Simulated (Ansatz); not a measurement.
# Calculations on CH4BF

### Relaxation

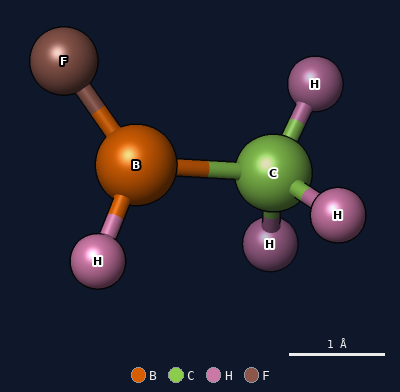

This is the input geometry for a relaxation of CH₄BF. A ball-and-stick model, seen at a tilt.

The run prepares an end point of a later path (reaction) calculation, from a guessed geometry.

Computed with Ansatz, RKS PBE/def2-SVP.

Input file:
```yaml
crystal:
  periodic: [false, false, false]
  atoms:
    - { symbol: B, position_ang: [0.408501, 0.003666, 0.031757] }
    - { symbol: C, position_ang: [0.780447, -0.021857, 1.558531] }
    - { symbol: H, position_ang: [-0.037805, -0.227701, 2.276479] }
    - { symbol: H, position_ang: [1.59916, -0.758767, 1.711058] }
    - { symbol: H, position_ang: [1.233555, 0.964724, 1.809826] }
    - { symbol: H, position_ang: [1.331138, 0.148352, -0.707303] }
    - { symbol: F, position_ang: [-0.829095, -0.108418, -0.450048] }
basis:
  gaussian: { orbitals: def2-SVP }
hamiltonian:
  xc: pbe
relax:
  f_tol: 0.03
  max_steps: 50
```

Run as
```bash
ansatz run input.yaml --threads 1 --pin off --max-ram 2048MiB --backend cpu --events-out ev --progress --plain --runs-dir out
```

> Predict the outcome.

The largest move after the best rigid fit is that of H6, 0.13 Å. By element the largest moves are H 0.13 Å, F 0.07 Å, B 0.05 Å, C 0.01 Å. Some distances before and after: B1–H6 1.191 → 1.223 Å, B1–C2 1.572 → 1.563 Å, B1–F7 1.333 → 1.337 Å. Among the angles between lasting bonds that change: C2–B1–H6 114.9° → 123.3°, H6–B1–F7 120.3° → 115.8°, C2–B1–F7 124.7° → 120.8°. After 4 accepted moves (5 points after the start) the energy has fallen by 5.67 kJ/mol. The largest force component goes from 0.92 to 0.0077 eV/Å. The line search rejected the trial step at point 4 of the run.

History of the run:

```tsv
step	E − E(0), kJ/mol	largest force component, eV/Å	note
0	0.00	0.9231	
1	-4.75	0.3863	
2	-5.41	0.2364	
3	-5.45	0.2246	
4	-5.38	0.2487	rejected
5	-5.67	0.0077
```

The structure at the end:

```xyz
7

B     0.4537    0.0111    0.0405
C     0.7904   -0.0184    1.5661
H    -0.0780   -0.2165    2.2236
H     1.5833   -0.7718    1.7649
H     1.2452    0.9561    1.8531
H     1.2969    0.1717   -0.8313
F    -0.8056   -0.1322   -0.3865
```

After the run, drawn alike:

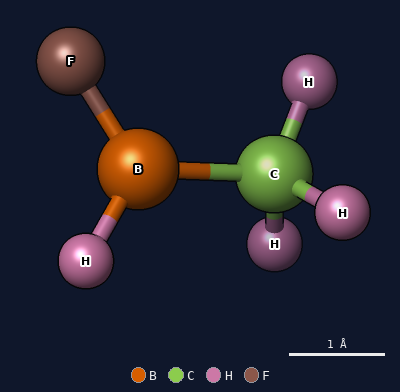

### Relaxation

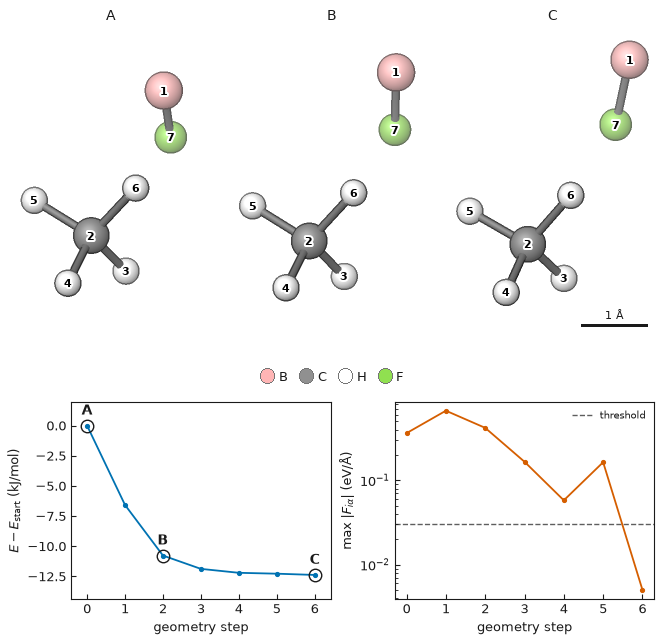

Frames of a relaxation of CH4BF, marked on the history of the run. Style: ball-and-stick. Shown from a free direction.

The run prepares an end point of a later path (reaction) calculation, from a guessed geometry.

Method: RKS PBE/def2-SVP (Ansatz 0.2.0).

The input:
```yaml
crystal:
  periodic: [false, false, false]
  atoms:
    - { symbol: B, position_ang: [-0.268003, 0.407697, -0.873102] }
    - { symbol: C, position_ang: [1.213387, -0.104571, 1.464556] }
    - { symbol: H, position_ang: [0.316307, -0.702923, 1.709126] }
    - { symbol: H, position_ang: [2.010396, -0.331921, 2.200669] }
    - { symbol: H, position_ang: [0.974837, 0.974541, 1.516427] }
    - { symbol: H, position_ang: [1.574823, -0.35214, 0.447058] }
    - { symbol: F, position_ang: [-1.335847, 0.109317, -0.234434] }
basis:
  gaussian: { orbitals: def2-SVP }
hamiltonian:
  xc: pbe
relax:
  f_tol: 0.03
  max_steps: 50
```

Launched with:
```bash
ansatz run input.yaml --threads 1 --pin off --max-ram 2048MiB --backend cpu --events-out ev --progress --plain --runs-dir out
```

What happens along the run?

The largest move after the best rigid fit is that of B1, 0.72 Å. By element the largest moves are B 0.72 Å, F 0.23 Å, H 0.22 Å, C 0.19 Å. Among the contacts that change: B1–F7 1.280 → 1.275 Å. After 6 geometry steps the energy has fallen by 12.4 kJ/mol. Largest force component: 0.36 eV/Å at the start, 0.005 eV/Å at the end. From step 0 to 2: B1 moves most (0.39 Å), energy −10.8 kJ/mol. From step 2 to 6: B1 moves most (0.33 Å), energy −1.61 kJ/mol.

```tsv
step	E − E(0), kJ/mol	largest force component, eV/Å
0	0.00	0.3637
1	-6.58	0.6710
2	-10.77	0.4199
3	-11.87	0.1662
4	-12.20	0.0580
5	-12.27	0.1642
6	-12.37	0.0050
```

Limits of the set-up: the start holds two separate molecules, 2.4 Å apart at their closest, whose relative position is a soft coordinate and is computed without a dispersion correction.

### Path

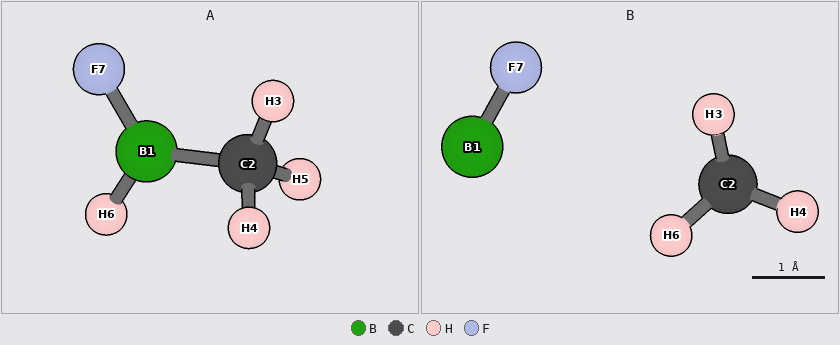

The two relaxed end points of a path for CH4BF. The picture is a ball-and-stick view, seen at a tilt.

All numbers below come from RKS PBE/def2-SVP (Ansatz 0.2.0).

Settings: 5 movable images; climbing image; force threshold 0.05 eV/Å; iteration limit 60.

Start:
```xyz
7

B     0.4539    0.0110    0.0405
C     0.7902   -0.0183    1.5661
H    -0.0782   -0.2164    2.2235
H     1.5832   -0.7716    1.7651
H     1.2449    0.9563    1.8531
H     1.2972    0.1716   -0.8312
F    -0.8053   -0.1325   -0.3868
```

End:
```xyz
7

B    -0.6091    0.4454   -1.4883
C     1.2970   -0.1475    1.6422
H     0.3507   -0.6851    1.8385
H     2.0456   -0.4291    2.4057
H     1.1185    0.9431    1.6880
H     1.6762   -0.4181    0.6386
F    -1.3928    0.2912   -0.4945
```

> Predict the minimum-energy path and its barrier.

Forward barrier 4.21 eV, backward barrier 1.73 eV, with image 3 at the top; the reaction energy is +2.48 eV. Breaking: B1–C2 (1.56 → 2.05 at the top → 3.71 Å), B1–H6 (1.22 → 1.24 at the top → 3.24 Å). Forming: C2–H6 (2.46 → 1.54 at the top → 1.11 Å). The band is converged. At the top, the vibrational analysis gives one imaginary mode (1403i cm⁻¹), as a transition state must have.

Energies of the converged images:

```csv
image,path (Å),E (eV)
0,0.00,0.000
1,0.70,0.011
2,1.39,0.994
3,2.09,4.209
4,2.79,2.779
5,3.49,2.501
6,4.19,2.481
```

The geometry at the top of the path:

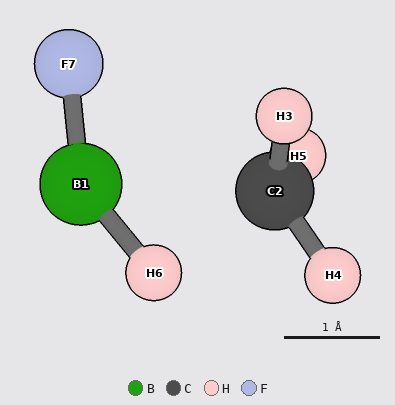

Cost: 110 s on 1 thread of Arm Neoverse V1, on a shared host, peak memory 0.1 GiB.
